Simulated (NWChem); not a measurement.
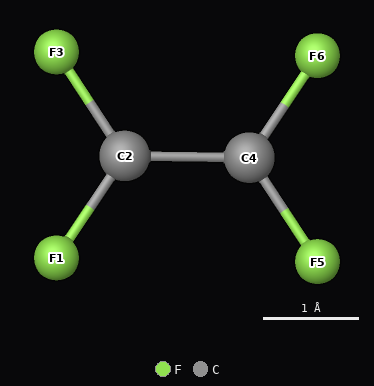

*The structure as given in the input (ball-and-stick view, seen on its broad side; atoms are numbered from 1 in the order of the input).*

Bond lengths as drawn: C–C 1.32 Å and C–F 1.31 Å.

# C$_{2}$F$_{4}$: energy and gradient calculation

The run: energy and gradient calculation of C$_{2}$F$_{4}$. Method and program: SVWN5/STO-3G, RKS (NWChem 7.3.0).

The geometry comes from this level: PBE0-D4/def2-TZVP.

### The input
```python
from ase import Atoms
from ase.calculators.nwchem import NWChem

atoms = Atoms(['F', 'C', 'F', 'C', 'F', 'F'], positions=[
    [1.169200, -1.134500, -0.708000],
    [0.202500, -0.640200, 0.025700],
    [-0.337500, -1.520600, 0.832300],
    [-0.188400, 0.618800, -0.041100],
    [0.351500, 1.499300, -0.847600],
    [-1.155200, 1.113100, 0.692600],
])

calc = NWChem(
    label='test',
    theory='dft',
    memory='2200 mb',
    basis='STO-3G',
    basispar='spherical bse',
    dft={'xc': 'slater vwn_5', 'mult': '1', 'grid': 'xfine', 'convergence': 'energy 1e-08', 'iterations': '100', 'mulliken': None},
)
atoms.calc = calc

forces = atoms.get_forces()
e = atoms.get_potential_energy()
print(f"E = {e:.6f} eV")
print("forces (eV/A):")
for s, f in zip(atoms.symbols, forces):
    print(f"{s:2s} {f[0]:10.5f} {f[1]:10.5f} {f[2]:10.5f}")
print("dipole (e A):", atoms.get_dipole_moment().round(4))
```

### File test.nwi
```
title "test"

permanent_dir test

scratch_dir test

start test

geometry units angstrom nocenter noautosym noautoz
  F  1.1692000000000000e+00 -1.1345000000000001e+00 -7.0799999999999996e-01
  C  2.0250000000000001e-01 -6.4019999999999999e-01 2.5700000000000001e-02
  F  -3.3750000000000002e-01 -1.5206000000000000e+00 8.3230000000000004e-01
  C  -1.8840000000000001e-01 6.1880000000000002e-01 -4.1099999999999998e-02
  F  3.5149999999999998e-01 1.4993000000000001e+00 -8.4760000000000002e-01
  F  -1.1552000000000000e+00 1.1131000000000000e+00 6.9259999999999999e-01
end

memory 2200 mb

basis spherical bse noprint
   * library STO-3G
end

dft
  xc slater vwn_5
  mult 1
  grid xfine
  convergence energy 1e-08
  iterations 100
  mulliken
end

task dft gradient
```

Run on 1 thread of Intel Xeon @ 2.50GHz (Skylake/Cascade Lake), 16 GiB of memory available, shared host.

Command:
```bash
export ASE_NWCHEM_COMMAND="nwchem PREFIX.nwi > PREFIX.nwo"
python run.py
```

### Output
```
E = -12667.068858 eV
forces (eV/A):
F     2.74373   -1.27897   -2.12476
C     0.21736   -0.70587    0.03908
F    -1.60236   -2.39030    2.31734
C    -0.22168    0.70716   -0.03553
F     1.60355    2.39143   -2.31872
F    -2.74059    1.27655    2.12260
dipole (e A): [ 0.0001 -0.     -0.    ]
```

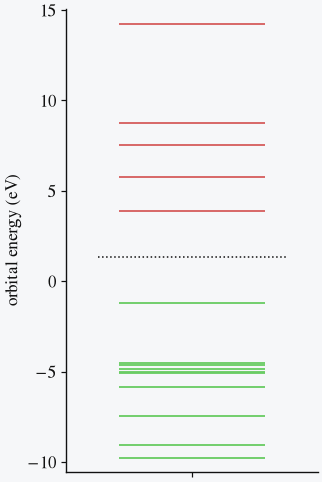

*Orbital energies near the frontier; the dotted line parts filled from empty levels, and levels within 0.02 eV of each other stand side by side.*

Highest filled −1.22 eV, lowest empty 3.89 eV, 5.11 eV apart.

### Key numbers

- outcome: converged
- total energy: −465.506198 hartree
- basis functions: 30
- largest force: 3.698 eV/Å
- HOMO: −1.22 eV
- LUMO: 3.89 eV
- dipole moment: 0.00 D
- wall time: 5.7 s
- peak memory: 0.13 GiB
